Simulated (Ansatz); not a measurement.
# C2F4 (tetrafluoroethylene) at 6 levels

Wanted: a comparison of 6 runs (HF/3-21G, SVWN5/STO-3G, B3LYP/6-31G*, BCCD/6-31G, CCSD(T)/6-31G) of C2F4 (tetrafluoroethylene). 

The results are computed with Ansatz 0.2.0.

4 further runs of the same task are left out: 2 for a known fault of the program, 2 set aside as unsound or not needed.

## 1. The system as given

The species is C2F4 (6 atoms), meant as a singlet with charge 0. SMILES: `FC(F)=C(F)F`. Geometry: relaxed at PBE0-D4/def2-TZVP.

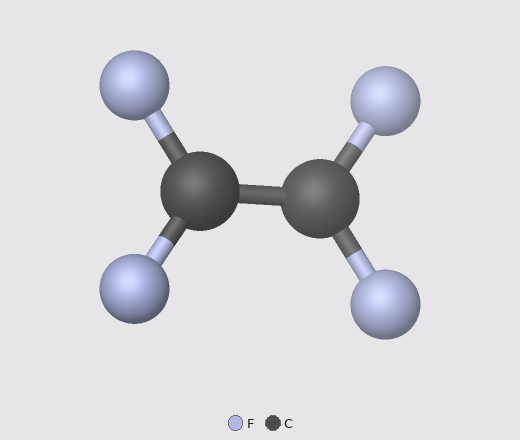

Viewed from a chosen angle; fluorine light blue, carbon dark grey.

## 2. Energy and gradient at HF/3-21G (run 1)

The input, molecule.yaml:

```yaml
crystal:
  periodic: [false, false, false]
  atoms:
    - symbol: F
      position_ang: [1.169200, -1.134500, -0.708000]
    - symbol: C
      position_ang: [0.202500, -0.640200, 0.025700]
    - symbol: F
      position_ang: [-0.337500, -1.520600, 0.832300]
    - symbol: C
      position_ang: [-0.188400, 0.618800, -0.041100]
    - symbol: F
      position_ang: [0.351500, 1.499300, -0.847600]
    - symbol: F
      position_ang: [-1.155200, 1.113100, 0.692600]
basis:
  gaussian:
    orbitals: 3-21G.json
hamiltonian:
  xc: hf
accuracy: high
output: {forces: true, orbitals: {seedname: orbitals}}
```

The basis set 3-21G is read from a file made from the Basis Set Exchange's data (not shown).

Started as:

```
$ ansatz run molecule.yaml --threads 1 --pin off --max-ram 2610MiB --events-out events.jsonl --progress --plain --runs-dir runs
```

Standard output:

```text
Warning: RAYON_NUM_THREADS=1 ignored (pool sized by the plan → 1); use --threads N
Functional definition: HF
  name "HF"
  exchange = exact_x
  correlation = 0
1154 factors; integrals over basis functions are off by at most 2.9e-9 eV
mean field evaluation 1: about -12809.0726 eV, gradient 3.6e1 eV
mean field evaluation 2: about -12809.5653 eV, gradient 3.7e1 eV
mean field evaluation 4: about -12812.5124 eV, gradient 3.0e0 eV
mean field evaluation 8: about -12812.5548 eV, gradient 1.7e-1 eV
mean field evaluation 16: about -12812.5550 eV, gradient 5.0e-8 eV
mean field -12812.55496022 eV, -470.8527101264 hartree, gradient 5.0e-8 eV, S^2 0.000000; 0 other end points of the search recorded, 0 dependent functions left out
the calculation of the forces begins
reference -12812.55496022 eV, -470.8527101264 hartree; 24, 24 occupied and 30, 30 virtual orbitals, 1154 factors
Total energy: -12812.55496022 eV, -470.8527101264 hartree
Atom 0 at     1.169200    -1.134500    -0.708000 Å, force     0.879674    -0.402438    -0.683604 eV/Å
Atom 1 at     0.202500    -0.640200     0.025700 Å, force    -0.920606     2.958985    -0.155732 eV/Å
Atom 2 at    -0.337500    -1.520600     0.832300 Å, force    -0.517145    -0.758308     0.743423 eV/Å
Atom 3 at    -0.188400     0.618800    -0.041100 Å, force     0.916410    -2.957382     0.158928 eV/Å
Atom 4 at     0.351500     1.499300    -0.847600 Å, force     0.518444     0.758923    -0.744930 eV/Å
Atom 5 at    -1.155200     1.113100     0.692600 Å, force    -0.876778     0.400221     0.681915 eV/Å
Dipole moment:     0.000091    -0.000048    -0.000060 e Å
```

It took 2.2 s on 1 thread of AMD EPYC 7R43 (Zen 3), shared host.

## 3. Energy and gradient at SVWN5/STO-3G (run 2)

The input, in.yaml:

```yaml
crystal:
  periodic: [false, false, false]
  atoms:
    - {symbol: F, position_ang: [1.169200, -1.134500, -0.708000]}
    - {symbol: C, position_ang: [0.202500, -0.640200, 0.025700]}
    - {symbol: F, position_ang: [-0.337500, -1.520600, 0.832300]}
    - {symbol: C, position_ang: [-0.188400, 0.618800, -0.041100]}
    - {symbol: F, position_ang: [0.351500, 1.499300, -0.847600]}
    - {symbol: F, position_ang: [-1.155200, 1.113100, 0.692600]}
basis:
  gaussian:
    orbitals: STO-3G
accuracy: high
output:
  forces: true
  orbitals: {seedname: orbitals}
hamiltonian:
  xc: {name: SVWN5}
```

Started as:

```
$ ansatz run in.yaml --threads 1 --pin off --max-ram 2610MiB --events-out events.jsonl --progress --plain --runs-dir runs
```

Standard output (excerpt; [...] marks lines left out):

```text
Warning: RAYON_NUM_THREADS=1 ignored (pool sized by the plan → 1); use --threads N
Functional definition: SVWN5
  name "SVWN5"
[...]
607 factors; integrals over basis functions are off by at most 4.4e-8 eV
[...]
mean field -12667.06896278 eV, -465.5061983344 hartree, gradient 1.3e-8 eV, S^2 0.000000; 0 other end points of the search recorded, 0 dependent functions left out
[...]
reference -12667.06896369 eV, -465.5061983680 hartree; 24, 24 occupied and 6, 6 virtual orbitals, 607 factors
Total energy: -12667.06896369 eV, -465.5061983680 hartree
Atom 0 at     1.169200    -1.134500    -0.708000 Å, force     2.743726    -1.278963    -2.124741 eV/Å
Atom 1 at     0.202500    -0.640200     0.025700 Å, force     0.217368    -0.705882     0.039082 eV/Å
Atom 2 at    -0.337500    -1.520600     0.832300 Å, force    -1.602376    -2.390333     2.317328 eV/Å
Atom 3 at    -0.188400     0.618800    -0.041100 Å, force    -0.221653     0.707167    -0.035554 eV/Å
Atom 4 at     0.351500     1.499300    -0.847600 Å, force     1.603536     2.391449    -2.318734 eV/Å
Atom 5 at    -1.155200     1.113100     0.692600 Å, force    -2.740602     1.276560     2.122619 eV/Å
Dipole moment:     0.000050    -0.000026    -0.000038 e Å
```

Run time: 2.1 s. Hardware: 1 thread of AMD EPYC 7R43 (Zen 3), shared host.

Runs 3 to 5 aren't shown in full; the table further down has their settings and results.

## 4. Energy and forces at CCSD(T)/6-31G (run 6)

Changes to in.yaml since step 3:

```diff
@@ -10,9 +10,7 @@
 basis:
-  gaussian:
-    orbitals: STO-3G
+  gaussian: {orbitals: 6-31G}
+magnetization: {spin_polarized: false, initial_magnetization: 0}
+correlation: {method: ccsd_t, frozen_orbitals: {C: 1, F: 1}}
 accuracy: high
-output:
-  forces: true
-  orbitals: {seedname: orbitals}
-hamiltonian:
-  xc: {name: SVWN5}
+scf: {omitted_lower_state_checks: [cluster_reference, increment]}
+output: {forces: true, orbitals: {seedname: orbitals}}
```

Started as:

```
$ ansatz run in.yaml --threads 1 --pin off --max-ram 2610MiB --events-out events.jsonl --progress --plain --runs-dir runs
```

Standard output:

```text
Warning: RAYON_NUM_THREADS=1 ignored (pool sized by the plan → 1); use --threads N
[... 12 lines left out ...]
6 core orbitals not correlated: weight in the atoms' cores, before any rotation towards them, 1.000 or more for the frozen orbitals, at most 0.000 for the correlated occupied ones
[... 23 lines left out ...]
Total energy: -12896.26368117 eV, -473.9289488815 hartree
[... 6 lines left out ...]
Dipole moment:     0.000087    -0.000044    -0.000060 e Å
Checks for a lower state left out: cluster_reference, increment
```

Run time: 23 s. Hardware: 1 thread of AMD EPYC 7R43 (Zen 3), shared host; peak memory 0.35 GiB.

## 5. Overview of the runs

```tsv
run	level	Cartesian functions	task	energy (Eh)	dipole moment (D)	HOMO energy (eV)	LUMO energy (eV)	wall time
1	HF/3-21G	no	gradient	-470.852710	0.00	-10.88	4.83	2.2 s
2	SVWN5/STO-3G	no	gradient	-465.506198	0.00	-1.22	3.89	2.1 s
3	B3LYP/6-31G* (spherical functions)	no	gradient	-475.493893	0.00	-6.78	1.03	10 s
4	B3LYP/6-31G* (Cartesian functions)	yes	gradient	-475.498762	0.00	-6.79	1.03	11 s
5	BCCD/6-31G (density fitting with cc-pVTZ-jkfit)	no	energy	-473.911673	–	–	–	2.3 s
6	CCSD(T)/6-31G	no	gradient	-473.928949	0.00	-11.43	4.32	23 s
```

## 6. Outcome

```
                                          quantity          value
                               run 6: total energy  -473.92895 Eh
         run 6: dipole moment (correlated density)         0.00 D
        run 6: HOMO energy (Hartree–Fock orbitals)      -11.43 eV
        run 6: LUMO energy (Hartree–Fock orbitals)        4.32 eV
      run 6: HOMO–LUMO gap (Hartree–Fock orbitals)       15.76 eV
run 6: correlation energy (6 core orbitals frozen)     -675.6 mEh
                             run 6: (T) correction     -14.76 mEh
                              run 6: T1 diagnostic          0.012
                   run 6: largest force on an atom     3.704 eV/Å
```

What this shows: Over runs 1, 2, 3, 4 the HOMO–LUMO gap runs from 5.12 eV (SVWN5/STO-3G) to 15.72 eV (HF/3-21G). The two ends differ in method and basis. Totals of different functionals can't be ranked against each other. In runs 5, 6 the log says that unrestricted orbitals would lower the reference, so the values rest on an unstable closed-shell determinant (other closed-shell runs at this shape may share the fault). In run 2 the basis is minimal, so the values are rough. All runs together took 51 s, the longest 23 s.
